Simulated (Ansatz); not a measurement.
```xyz
10

C    -1.8591    1.2773   -0.7820
C    -0.6403    0.4942   -0.4696
C     0.5157    1.0373    0.2342
Br    1.0936    0.9590   -1.7070
H    -2.5607    1.0643    0.0442
H    -1.6866    2.3555   -0.8164
H    -2.3433    0.9329   -1.6999
H    -0.7008   -0.5913   -0.5404
H     0.4937    2.0772    0.5530
H     1.1524    0.3681    0.8083
```

Geometry: B3LYP/6-31G*.

Level of theory: Ansatz, isolated molecule in a Gaussian basis; Kohn-Sham density functional theory, functional PBE0.

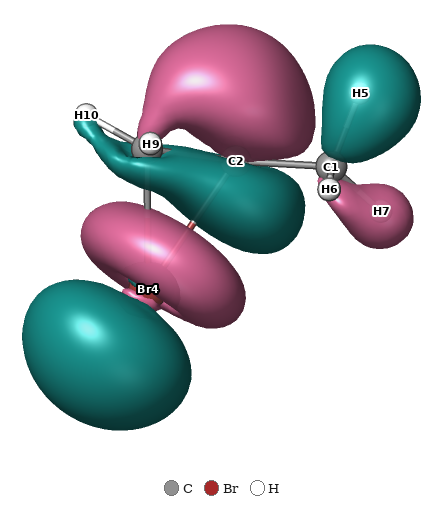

C3H6Br (charge +1). The LUMO at ±0.08 Å⁻³ᐟ² (teal and pink are the two phases), seen from one side.

Question: Describe this orbital and give its energy.

Answer: By Hirshfeld shares it lies mainly on Br4 (about 40 %), C2 (about 40 %) and C3 (about 5 %). Its energy is −7.78 eV.
